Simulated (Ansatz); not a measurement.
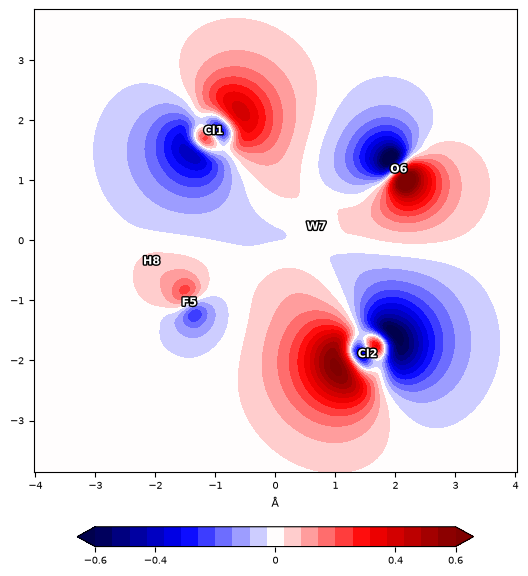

Figure. Cl2F3HOW. The HOMO−1 on the plane of atoms Cl2, W7 and O6 (values in Å⁻³ᐟ²; the overall sign is arbitrary).

Geometry: PBE0-D4/def2-SVP; core potentials replace the inner electrons of W.

All numbers below come from Ansatz 0.2.0, isolated molecule in a Gaussian basis; Kohn-Sham density functional theory, functional PBE0.

Input

```
crystal:
  periodic: [false, false, false]
  atoms:
    - symbol: Cl
      position_ang: [-1.872656, 0.888479, 0.426473]
    - symbol: Cl
      position_ang: [2.230076, -0.741111, -0.528622]
    - symbol: F
      position_ang: [0.665228, 0.330058, 1.692709]
    - symbol: F
      position_ang: [-0.247198, 0.097223, -1.829035]
    - symbol: F
      position_ang: [-0.595562, -1.699687, 0.266477]
    - symbol: O
      position_ang: [0.927301, 2.084727, -0.378019]
    - symbol: W
      position_ang: [0.374152, 0.528972, -0.131824]
    - symbol: H
      position_ang: [-1.481360, -1.488672, 0.481841]
basis:
  gaussian: {orbitals: def2-SVPD}
hamiltonian: {xc: {name: PBE0}}
output: {forces: true, orbitals: {seedname: orbitals}}
```

Launched as:

```sh
ansatz run input.yaml --threads 2 --pin off --max-ram 6090MiB --events-out events.jsonl --progress --plain --runs-dir runs
```

Q: Describe this orbital and give its energy.

A: By Hirshfeld shares it lies mainly on Cl2 (about 55 %), Cl1 (about 20 %) and O6 (about 15 %). Its energy is −10.03 eV.
